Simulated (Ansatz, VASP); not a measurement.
## Cross-check of CoO between VASP and Ansatz

Aim: how closely do two programs agree when they are given the same cell, functional and k mesh? The cell comes out of the VASP series on this material, whose earlier steps may have relaxed, scaled or displaced it; both programs get it as it stands.

Main program and level: Ansatz 0.2.0; plane waves, with VASP 6.6.1 beside it; zone-centre phonons at PBEsol, DFT+U.

### 1. Starting point

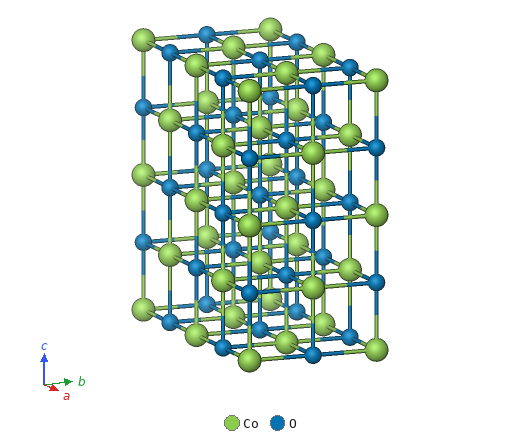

The starting structure, seen slightly off an axis (cobalt green, oxygen blue). 2×1×2 cells are drawn. This picture shows the conventional cell, with its axes. Some periodic images of atoms are drawn too.

### 2. Ansatz: zone-centre phonons, PBEsol, DFT+U

Ansatz runs on its default PAW (the set named soft_2) files.

Second derivatives magnify differences that forces hide, and they need a tight electronic threshold.

Input file input.yaml:

```yaml
crystal:
  lattice:
    - [0.0, 2.0872770755, 2.0872770755]
    - [2.0872770755, 0.0, 2.0872770755]
    - [2.0872770755, 2.0872770755, 0.0]
  atoms:
    - { symbol: Co, position: [0.0, 0.0, 0.0], spin: 2.742 }
    - { symbol: O, position: [0.5, 0.5, 0.5], spin: 0.257 }
hamiltonian:
  xc: pbesol
  pseudopotentials: { kind: paw }
  hubbard: { sites: [{ species: Co, l: d, u_eff: 4.0 }] }
magnetization:
  spin_polarized: true
kpoints:
  mp_grid: { grid: [16, 16, 16] }
scf:
  occupations: { method: methfessel_paxton, width: 0.2 }
phonons:
  method: dfpt
  qpoints: [[0, 0, 0]]
```

Launch:

```
> ansatz run input.yaml --threads 4 --pin off --max-ram 9216MiB --backend cpu --events-out ev --progress --plain --runs-dir out
```

Numbers of over 12 decimals in the logs are rounded to 6 here.

Output:

```text
Co: projections on atomic orbitals take those of the free atom [Ne] 3s2 3p6 3d7 4s2, of charge +0.00 (hamiltonian.pseudopotentials.projection_atoms); the dataset's partial waves leave at most 1.4e-6 of an orbital's norm unspanned inside its sphere
O: projections on atomic orbitals take those of the free atom [He] 2s2 2p4, of charge +0.00 (hamiltonian.pseudopotentials.projection_atoms); the dataset's partial waves leave at most 1.9e-8 of an orbital's norm unspanned inside its sphere
Engine: ansatz 0.2.0, aarch64-unknown-linux-gnu
Pseudopotentials: kind: paw
Pseudopotential: Co, paw, valence charge 17, recommended cutoff 420 eV (normal), Co.paw.azcp
Pseudopotential: O, paw, valence charge 6, recommended cutoff 420 eV (normal), O.paw.azcp
Functional definition: PBEsol
  exchange = pbesol_x
  correlation = pbesol_c
Crystal: 2 atoms, lattice volume = 18.187 Å³
Basis set: ecut = 420 eV, 339 PW (Γ), exchange–correlation on 40×40×40 points (8 copies of the dense FFT grid, shifted against one another)
Bands: 17, of which v1, the nominal top of the filled ones, is band 12 counted from 1 (11 counted from 0)
Symmetry: 48 space group operations
Space group: Fm-3m (ITA 225), of the structure as read, at distance tolerance 2.6e-5 Å
Magnetic group: BNS 225.116 (UNI 1618), of the structure as read, at distance tolerance 2.6e-5 Å
k-points: 145 of 4096
Non-local potential: Co, projectors of the file, l = 0: 3, l = 1: 2, l = 2: 3, l = 3: 1
Non-local potential: O, projectors of the file, l = 0: 2, l = 1: 2, l = 2: 1
PAW form: soft (Blöchl's): semilocal exchange-correlation on the pseudo side does not see the compensation charge
PAW frozen core: Co, regenerated for the run's functional, and the local potential with it (the file was generated under x = pbe(κ = 0.804, μ = 0.219515), c = pbe(β = 0.066725))
PAW frozen core: O, regenerated for the run's functional, and the local potential with it (the file was generated under x = pbe(κ = 0.804, μ = 0.219515), c = pbe(β = 0.066725))
PAW one-centre angular grid: Co, 590 points (default); XC on 64 Gauss nodes
PAW one-centre angular grid: O, 110 points (default); XC on 64 Gauss nodes
Initial density: superposition of atomic densities (chi_scale 0.1, normalization cell, long waves kept (reshape's long-wave potential 0.00 eV rms))
Starting moments: Σ|m| = 2.999 μB on 2 of 2 sites
Initial wavefunctions: pseudopotential atomic-orbital guess
Functional: x = pbesol(κ = 0.804, μ = 0.123457), c = pbesol(β = 0.046)
SCF 1 converged in 22 iterations: F = -5650.524868 eV  dr2 = 1.62e-9
  greatest PAW one-centre occupation: 1.003 electrons in one spin orbital (limit 2), on the Co atom at site 0 (counted from 0), in its partial waves of l = 1
Initial density: read from a saved state, or passed on in memory by an earlier SCF of this step, an earlier step, the calling program or the single point that the run made first
Starting moments: Σ|m| = 2.999 μB on 2 of 2 sites; this step starts from the density that it was given
Initial wavefunctions: those read from a saved state, or passed on in memory by an earlier step or the calling program
SCF 2 converged in 2 iterations: F = -5650.537460 eV  dr2 = 6.38e-6
Symmetry: 8 space group operations
k-points: 554 of 4096
Symmetry: 12 space group operations
k-points: 417 of 4096
SCF 3 converged in 6 iterations: F = -5651.260304 eV  dr2 = 3.98e-8
  greatest PAW one-centre occupation: 1.004 electrons in one spin orbital (limit 2), on the Co atom at site 0 (counted from 0), in its partial waves of l = 1
SCF 4 converged in 2 iterations: F = -5651.260298 eV  dr2 = 4.59e-9
SCF 5 converged in 2 iterations: F = -5651.260304 eV  dr2 = 3.91e-9
Symmetry: 4 space group operations
k-points: 1098 of 4096
k-points: 1098 of 4096 (irreducible under 2 space group operations, time reversal used)
Stability of the state it starts from, as read at its close in the collinear treatment: not read, because cold or Methfessel-Paxton smearing, or corrected tetrahedra, fill the levels in a way that the test cannot read (fill_not_monotonic); nothing settles its magnetic order
iter 1 solved again at ethr=9.63e-9 eV; its pass at ethr=3.10e-3 eV (dr2=2.21e-6 eV) is discarded
SCF iter   1: F=—  HF=-5651.260298 eV  |F-HF|=—  |Δ(HF+E_count)|=         —  Δρ=6.06e-6 (↑6.06e-6 ↓4.08e-6)  dr2=4.74e-9  dr2_m=2.21e-9  M=3.000 μB ∫|m|=3.007 μB  β_m=0.30  ethr=9.63e-9  ⟨swp⟩=3.5  Hψ=271557  notcnv=0
preconditioner: auto → none  [insulator: Δε(μ)=1.223 eV  Ē_g=15.403 eV  σ=0.200 eV  W_gap=1.00  n_scr=8 (ndim 8)  ℏωp=33.7 eV  f_vac=0.000  D(μ)=-0.00/eV (n_scr^D=0)  ε∞_Penn≈5.8]
SCF iter   2: F=—  HF=-5651.260298 eV  |F-HF|=—  |Δ(HF+E_count)|=   1.52e-9  S|Δr|=    0.00e0  Δρ=3.36e-6 (↑3.26e-6 ↓3.36e-6)  dr2=1.14e-9  dr2_m=1.18e-9  M=3.000 μB ∫|m|=3.007 μB  β_m=0.44  ethr=2.06e-11  ⟨swp⟩=2.0  Hψ=54095  notcnv=0
SCF iter   3: F=—  HF=-5651.260298 eV  |F-HF|=—  |Δ(HF+E_count)|=   1.18e-9  S|Δr|=    0.00e0  Δρ=1.93e-6 (↑1.93e-6 ↓1.87e-6)  dr2=9.27e-10  dr2_m=2.96e-10  M=3.000 μB ∫|m|=3.007 μB  β_m=0.46  ethr=4.95e-12  ⟨swp⟩=2.0  Hψ=53056  notcnv=0
SCF iter   4: F=—  HF=-5651.260298 eV  |F-HF|=—  |Δ(HF+E_count)|=  3.43e-10  S|Δr|=    0.00e0  Δρ=1.02e-6 (↑3.43e-7 ↓1.02e-6)  dr2=4.91e-11  dr2_m=5.66e-11  M=3.000 μB ∫|m|=3.007 μB  β_m=0.62  ethr=4.03e-12  ⟨swp⟩=2.4  Hψ=51423  notcnv=0
SCF iter   5: F=—  HF=-5651.260298 eV  |F-HF|=—  |Δ(HF+E_count)|=  1.55e-10  S|Δr|=    0.00e0  Δρ=6.92e-7 (↑1.51e-7 ↓6.92e-7)  dr2=2.64e-11  dr2_m=2.07e-11  M=3.000 μB ∫|m|=3.007 μB  β_m=0.81  ethr=1.00e-12  ⟨swp⟩=1.1  Hψ=38451  notcnv=0
SCF iter   6: F=-5651.260298 eV  HF=-5651.260298 eV  |F-HF|=2.73e-12  |Δ(HF+E_count)|=  1.00e-10  S|Δr|=    0.00e0  Δρ=1.47e-7 (↑5.62e-8 ↓1.47e-7)  dr2=8.75e-13  dr2_m=1.33e-12  M=3.000 μB ∫|m|=3.007 μB  ethr=1.00e-12  ⟨swp⟩=3.5  Hψ=155744  notcnv=0
SCF 6 converged in 6 iterations: F = -5651.260298 eV  dr2 = 8.75e-13
this state was not tested for a lower state beside it, because cold or Methfessel-Paxton smearing, or corrected tetrahedra, fill the levels in a way that the test cannot read (fill_not_monotonic; see scf.lower_state_search)
DFPT response loops at Γ: preconditioner auto → Kerker (q_TF=auto, 2.837 Å⁻¹) (partly filled bands, converged f_vac=0.000); β = 1.00, the filter's whole step (`scf.mixing.beta` (0.30) is not read by the response loops under this deck's `scf.mixing.preconditioner`; to damp them name `kerker` or `kerker_dos`, under which they read `scf.mixing.beta`, and type it under 1.00, their step now; both keys bind the ground state too); Broyden in place of MSR1
SCF converged after 6 iterations
Magnetization: 3.0000 μB (13.0000 up, 10.0000 down)
Absolute magnetization: 3.0054 μB (∫|ρ↑−ρ↓|, with the PAW one-centre terms)
Spin contamination: 0.0033 ħ² per cell (⟨S²⟩ above its minimum at these occupations)
Per-site moments (μB) at R_I (Å): [(2.581454, 0.861002), (0.238699, 0.861002)]
Free energy (F): -5651.260298 eV
Harris-Foulkes:  -5651.260298 eV  (|F-HF|=2.73e-12)
Internal energy: -5651.260298 eV  (E = F + TS)
E sigma→0 (E₀):  -5651.260298 eV
Entropy (-TS):   0.000000 eV (0.000 meV/atom)
Fermi energy:    15.239262 eV
Step filling:    the computed levels leave a gap of 1.2229 eV = 6.1 smearing widths at the electron count; against every level under it full and every level over it empty, smearing changes F+E_penalty+E_count by +7.31e-6 meV and its σ→0 estimate by -3.36e-5 meV
--- Per-component energies (eV) ---
  E_band       = -295.816754
  E_kinetic    = 619.064828
  E_local      = -3339.462814  (includes V_loc(G=0)·N_el)
  E_nonlocal   = 516.906594
  E_hartree    = 1370.724434
  E_xc         = -227.127928
  E_vxc        = -293.428870  (∫ρ·V_xc dr)
  E_hubbard    = 0.653304  (on-site DFT+U / exact-exchange correction)
  E_vhub       = -13.274814  (the Hubbard potential's part of the band-sum identity)
  E_paw        = -1638.906021  (= ΣΔE_a)
  E_vpaw       = -527.073050  (= ΣTr[D̂ρ^β])
  E_aug_tail   = 0.002549  (compensation charges beyond the density's cutoff)
  E_ewald      = -2953.338951
  E_core_change = 0.223707  (= ΣΔE_core)
  E_smearing   = 0.000000  (= −TS)
  E_closure    = -0.000000  (closes the sum)
  Σ components = -5651.260298   (vs F -5651.260298, Δ=0.00e0)
--- Band table (eV; the first three rows and the last of 2196) ---
  k-point 0 ↑: bands = [... 8 lower, 9.9737, 9.9737, 11.9133, 11.9712, 11.9712, 16.2156, 31.5711, 32.9830, ... 1 higher]
  k-point 1 ↑: bands = [... 8 lower, 9.8747, 9.9785, 11.7740, 12.0819, 12.1409, 16.5306, 30.7436, 32.9060, ... 1 higher]
  k-point 2 ↑: bands = [... 8 lower, 9.5514, 10.0385, 11.4594, 12.4744, 12.5472, 17.2775, 29.3249, 32.4661, ... 1 higher]
  k-point 1097 ↓: bands = [... 8 lower, 12.8156, 12.9713, 16.7649, 17.2286, 17.8314, 24.5073, 25.8206, 25.8470, ... 1 higher]
Occupation matrices written to <dir>
--- Phonons (Γ-DFPT): 2 representative perturbations + reference, on 1098 of 4096 k-points (Σ response iterations 13) ---
  k mesh reduced under 2 symmetry operations, with k and −k counted as one. Each operation leaves every solved perturbation unchanged. A smaller set is not considered because the run has a Hubbard term
  ASR residual: 2.908e-5 → 0.000e0 eV/Å²; symmetrization residual: 8.154e-6 eV/Å²
  ASR residual per site (eV/Å²): 2.54e-5 2.91e-5
  Γ frequencies (cm⁻¹): 0.00 0.00 0.00 317.17 383.35 383.35
  non-analytic LO–TO correction: not included (Born effective charges unavailable; polar crystals: no LO–TO splitting at Γ)
--- Phonons (arbitrary-q DFPT): 1 explicit q-point ---
  q = [0, 0, 0] (of the zone-centre solve; hermiticity 2.68e-6, symmetrization 1.03e-13): -0.00 0.00 0.00 317.17 383.35 383.35
  sum rule: each row above includes the acoustic sum rule's correction from the zone centre's row sums; it moved no ω² by more than (0.70 cm⁻¹)²
```

Run time: 2.9 min. Hardware: 4 threads of Arm Neoverse V1, shared host; peak memory 2.1 GiB; 11 min of CPU time.

(Part 1 of 2 ends here.)

[Lines on the potential files, build, host, timing and source positions are cut from VASP's logs without a mark.]

[Logs are printed without paths, hosts, clocks, repeated set-up lines and the standing remarks that a program may print on its own settings, such as how far it seeks lower states.]

[Hosts, paths, dates, database ids (printed as entryN), source tags and the programs' standing remarks are cut or masked in the printed files.]
